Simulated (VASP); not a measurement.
Band structure of Cd₃HgS₄ (ordered alloy cell). Method: PBE GGA, VASP's PBE PAW potentials (set 64) (plane waves; VASP 6.6.1).

Unless said otherwise, spin-orbit coupling is left out, though it shifts the bands of the heavy elements here.

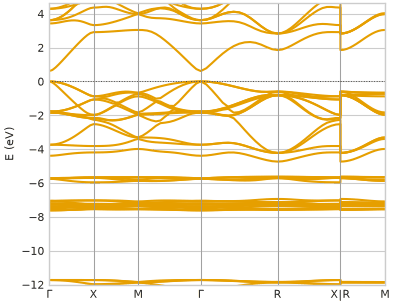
Fig. 1. Bands along high-symmetry lines, zero at the valence-band maximum or, without a gap, the Fermi level

**Question.** Read the plot: is there a gap, and where are the band edges?

**Answer.** The gap is direct, 0.61 eV, from the valence maximum at Γ to the conduction minimum at Γ. (Edges off the drawn lines would not show.)

The structure was generated: Cd3HgS4 was put into an ordered model structure (P-43m), which need not be its known phase. It was relaxed first, which changed the volume by +6 %.
